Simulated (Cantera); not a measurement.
Input: 1 mol CuO, 3.1 mol CH4, 16 mol N2, at 101000 Pa.

Method: chemical equilibrium by Gibbs-energy minimisation in Cantera with the NASA 1993 tables (ideal gas, pure condensed phases). Candidate condensed phases: C, C6H6, C7H8, C8H18, Cu, CuO, Cu(OH)2, Cu2O, H2O; 139 gas species. Equilibrium is a limit: real reactors are often held back by kinetics, nucleation or transport.

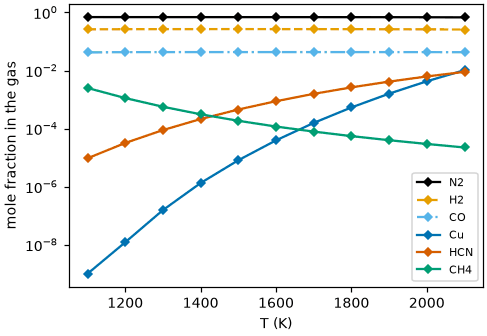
Figure. Equilibrium gas composition (values under 1e-9 drawn at 1e-9)

From 1100 K to 1300 K the condensed part is C(graphite) + Cu(s). From 1400 K to 2100 K the condensed part is C(graphite) + Cu(l).
